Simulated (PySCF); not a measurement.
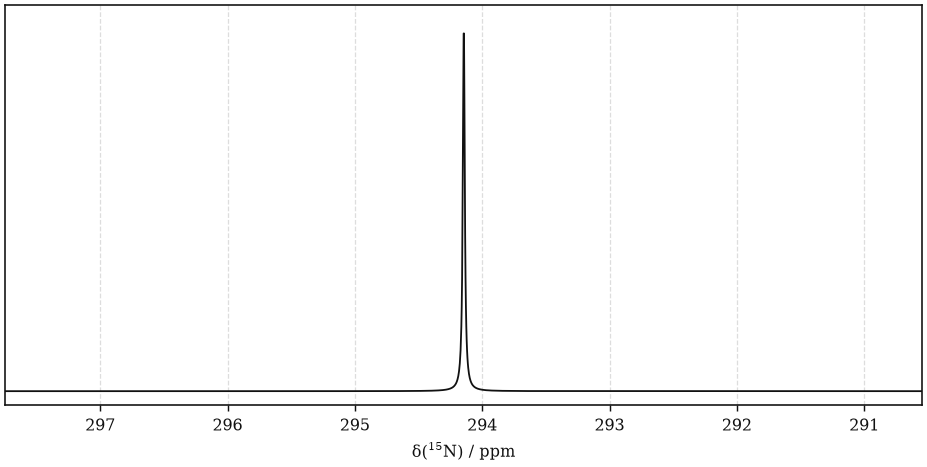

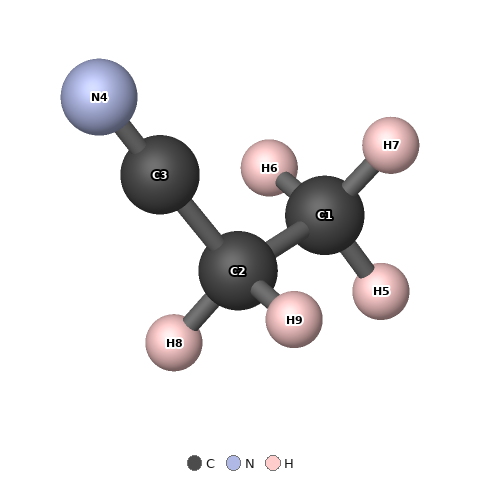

Spectrum and numbered structure of C₃H₅N, SMILES CCC#N. GIAO shifts, PBE/pcSseg-2, PySCF 2.14.0, at a PBE0-D3(BJ)/def2-SVP geometry (no frequency check), against NH₃ for ¹⁵N computed at the same level (¹⁵N: a single molecule, while the usual scales start at liquid NH₃ or nitromethane; multiply bonded nitrogen can come out tens of ppm too deshielded). Gas phase, fully decoupled, line heights follow the number of nuclei, widths are arbitrary (no quadrupolar broadening); values of one conformer, averaged over methyl-type rotors and exact or near symmetry.

### Where does the ¹⁵N line lie?

At 294.1 ppm (N4).
